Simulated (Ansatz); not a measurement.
## Effect of Si on a Co site (antisite), symmetric start on CoSi

Take an 8-atom supercell of CoSi (space group P2_13, No. 198; a = 4.3857 Å; non-magnetic) at its relaxed geometry as the base.

Now apply this change: a neutral Si on a Co site (antisite), symmetric start, atoms relaxed at fixed cell.

The values are results of PBEsol (Ansatz, an electronic-structure program, PAW, without spin-orbit coupling), not measurements. k-mesh 8×8×8 (Γ-centred); smearing 0.05 eV (Fermi–Dirac).

```json
[
 {"quantity": "mean distance from the defect site to its nearest host atoms", "base": "2.31 Å", "changed": "2.36 Å", "shift": "+0.05 Å"}
]
```

Final structure:

```yaml
crystal:
  lattice:
    - [4.38574, 0.00000, 0.00000]
    - [0.00000, 4.38574, 0.00000]
    - [0.00000, 0.00000, 4.38574]
  atoms:
    - { symbol: Si, position: [0.14523, 0.14523, 0.14523] }
    - { symbol: Co, position: [0.65579, 0.34142, 0.85366] }
    - { symbol: Co, position: [0.85366, 0.65579, 0.34142] }
    - { symbol: Co, position: [0.34142, 0.85366, 0.65579] }
    - { symbol: Si, position: [0.83246, 0.83246, 0.83246] }
    - { symbol: Si, position: [0.36268, 0.65377, 0.15500] }
    - { symbol: Si, position: [0.15500, 0.36268, 0.65377] }
    - { symbol: Si, position: [0.65377, 0.15500, 0.36268] }
```

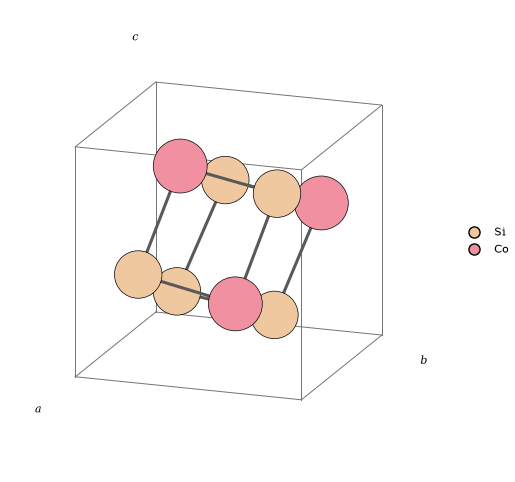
*The relaxed cell after the change*

Other magnetic orders, which the real material may have, were not ruled out. The cell is small, so the values are those of an ordered compound at a high defect concentration; dilute-limit values will differ. The defect started on the symmetric site and kept its symmetry, so it may sit on a saddle. Seeded moments were not kept for Si on a Co site (antisite) and the base. Spin-polarised in the final run: Si on a Co site (antisite); the other runs are not. The defect cell is spin-polarised and ends with 0.0 μB.
